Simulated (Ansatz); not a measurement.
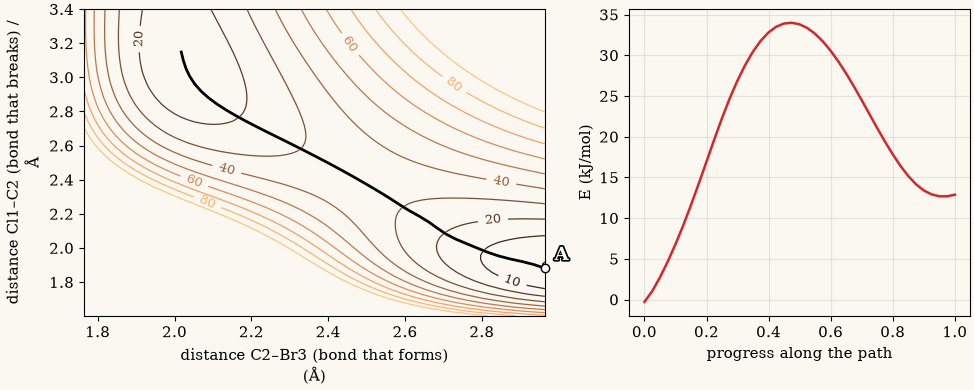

The reacting system CH3BrCl (fragments CH₃Cl + Br where the first distance is long, Cl + CH₃Br where the second is long), charge −1. Coordinates scanned: (1) distance C2–Br3 (bond that forms); (2) distance Cl1–C2 (bond that breaks). Relaxed at each point: all other coordinates. Grid: 9 × 9 points. Points are written as (first, second). Energies are in kJ/mol, from the lowest grid point. The reference is spin-restricted, so regions where a bond is pulled apart into radicals lie too high. The calculation used RKS B3LYP-D4/def2-SVPD in Ansatz 0.2.0.

The picture shows contour lines labelled in kJ/mol (none above 90), a line along the lowest path, the energy along the path at the right, the start A. Between grid points the surface is interpolated.

Q: Describe the path and its barrier.

A: The easiest path runs from the side where the first distance is long, about (2.96 Å, 1.88 Å), to the side where the second distance is long, about (2.02 Å, 3.15 Å). Its highest point, at about (2.47 Å, 2.41 Å), lies about 34 kJ/mol above the start and 21 kJ/mol above the end on the interpolated surface. An end on the edge of the scan is no minimum, so the barrier from there is a lower bound.
